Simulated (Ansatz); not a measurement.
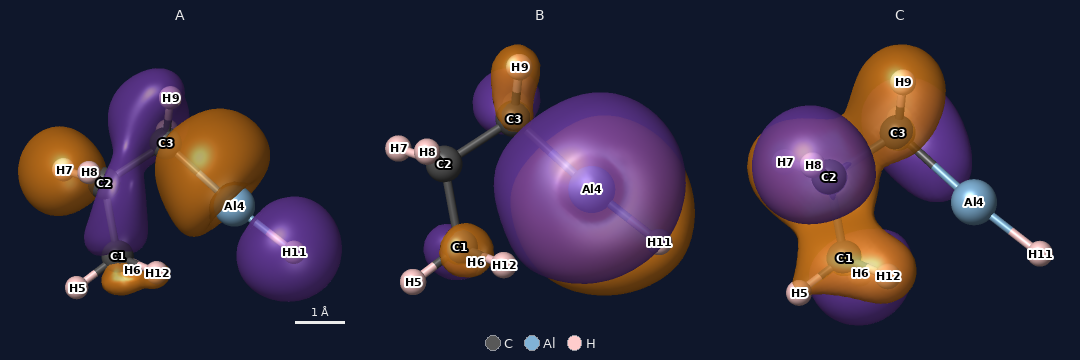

C$_{3}$H$_{8}$Al (SMILES CC[CH2][AlH+]) (charge +1). Three frontier orbitals at ±0.08 Å⁻³ᐟ² (orange and purple are the two phases), in no order.

Geometry: B3LYP/6-31G*.

Method: Ansatz 0.2.0, isolated molecule in a Gaussian basis; Kohn-Sham density functional theory, functional PBE0.

```xyz
12

C    -0.7455    1.3108   -0.8550
C     0.1460    0.5422    0.1304
C    -0.6149    0.2764    1.4580
Al   -1.9408    1.6956    1.4453
H    -0.2560    1.5660   -1.8010
H    -1.6622    0.7569   -1.1125
H     0.4620   -0.4040   -0.3205
H     1.0530    1.1206    0.3313
H     0.0239    0.2602    2.3464
H    -1.1572   -0.6795    1.4368
H    -3.0700    2.7763    1.5353
H    -1.0317    2.3198   -0.4495
```

**Order the three orbitals by energy and name them.**

C is the HOMO−1 (−14.51 eV). It lies mainly on C2 (about 30 %), H8 (about 20 %), C3 (about 15 %), C1 (about 10 %), H6 (about 5 %) and H10 (about 5 %). A is the HOMO (−13.40 eV). It lies mainly on C3 (about 30 %), Al4 (about 20 %), C2 (about 15 %), H11 (about 10 %) and H7 (about 10 %). B is the LUMO (−6.82 eV). By Hirshfeld shares it lies mainly on Al4 (about 75 %) and H11 (about 5 %).

**What is the HOMO–LUMO gap?**

6.58 eV between the orbital energies.
